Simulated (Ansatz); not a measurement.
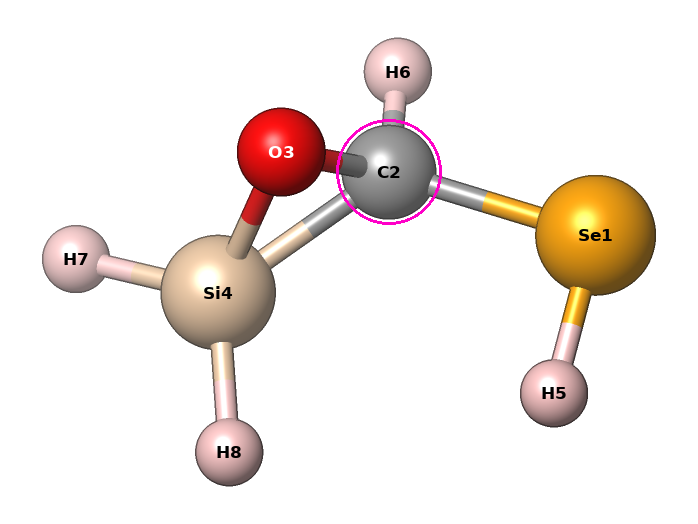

Depth is shown by fading: the farther an atom, the more it takes the colour of the background. Circles mark the stereogenic atoms. Computed geometry: PBE-D4/def2-SVP optimisation. No frequency run is at hand to confirm it as a minimum.

What are the Cahn–Ingold–Prelog descriptors?

C2: R (priorities Se1 > Si4 > O3 > H6).

Write the isomeric SMILES.

[SeH][C@@H]1O[SiH2]1
